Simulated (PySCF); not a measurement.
**C₆H₁₀N₂OSi: density, localisation and related maps**

Input

```
{"job": {"kind": "nmr", "xc": "PBE0", "basis": "pcSseg-1"}, "charge": 0, "multiplicity": 1}
C      2.883411    -0.441735    -0.298838
C      1.758742     0.563646    -0.268514
O      1.944727     1.759277    -0.408027
C      0.421615     0.057542    -0.059245
C     -0.100321    -1.211887     0.131485
N     -1.425325    -1.056450     0.279578
C     -2.407769    -2.078024     0.502573
N     -1.793750     0.226265     0.195564
C     -0.699635     0.928760    -0.009084
Si    -0.580193     2.791276    -0.218050
H      2.937512    -0.954699     0.659666
H      3.826889     0.060954    -0.494861
H      2.694905    -1.182259    -1.073357
H      0.360575    -2.179025     0.169670
H     -2.463236    -2.754421    -0.352885
H     -3.368665    -1.585018     0.635408
H     -2.166455    -2.654857     1.397304
H     -1.964322     3.275222    -0.112335
H      0.208371     3.353685     0.874168
H     -0.072226     3.092426    -1.553256
```

Command:

```sh
OMP_NUM_THREADS=1 python probes_run.py task.json out
```

Geometry: GFN2-xTB.

The calculation used PySCF 2.14.0, PBE0/pcSseg-1, SCF density, gas phase, non-relativistic.

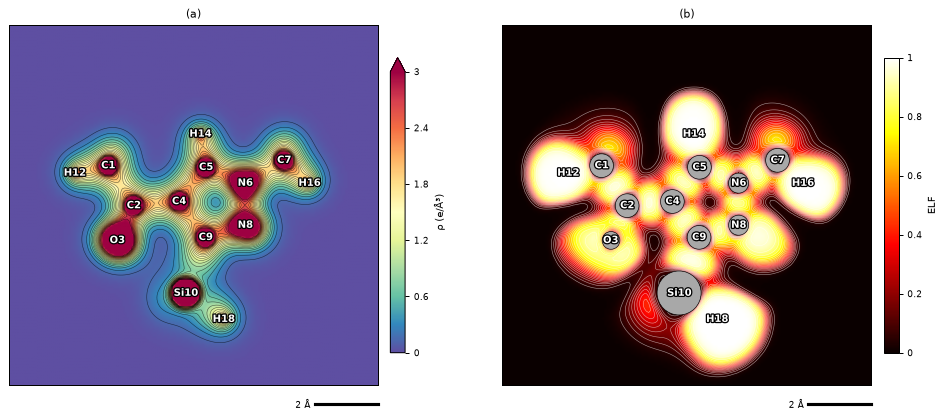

Figure 1. (a) total electron density; (b) ELF on the plane of atoms C5, N6 and N8. Grey discs cover the atomic cores in the ELF map.

**Describe what can be read from this map.**

- The plane passes through C, O, N, Si and H nuclei.
- C–O (1.22 Å): ρ at the midpoint is about 3.2 e/Å³; the ELF peaks at about 0.85 between the atoms (a short, multiple covalent bond).
- C–N (1.32 Å): the density is about 2.6 e/Å³ at the midpoint; the ELF peaks at about 0.90 between the atoms, as expected for a covalent bond.
- N–N (1.34 Å): ρ at the midpoint is about 2.6 e/Å³; the ELF peaks at about 0.90 between the atoms; localised, covalent bonding.
- C–C (1.39 Å): ρ is about 2.1 e/Å³ halfway; the ELF peaks at about 0.95 between the atoms; a covalent bond.
- C–Si (1.88 Å): the density is about 0.93 e/Å³ at the midpoint; the ELF peaks at about 1 between the atoms; localised, covalent bonding.
- The ELF also peaks beside O3 and N8, away from the bonds: lone-pair regions.

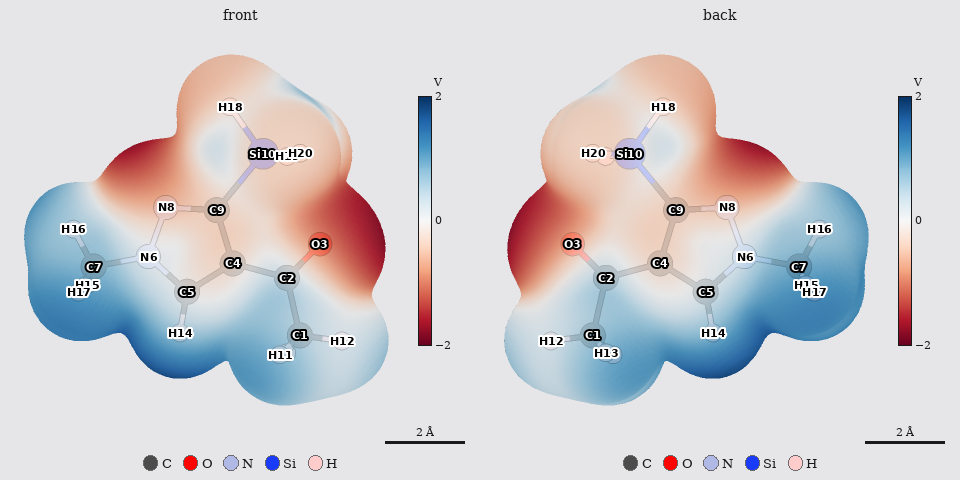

Figure 2. The electrostatic potential painted on the density surface at 0.002 e/bohr³, seen from the front and from behind; the colour scale runs from red (negative) to blue (positive).

**Describe the electrostatic potential map.**

The most negative region (about −1.8 V) lies over O3, the most positive (about +1.8 V) over H14. O3 is the likeliest acceptor of a hydrogen bond.

**How polar is the molecule by this calculation?**

Its dipole moment is 5.93 D.
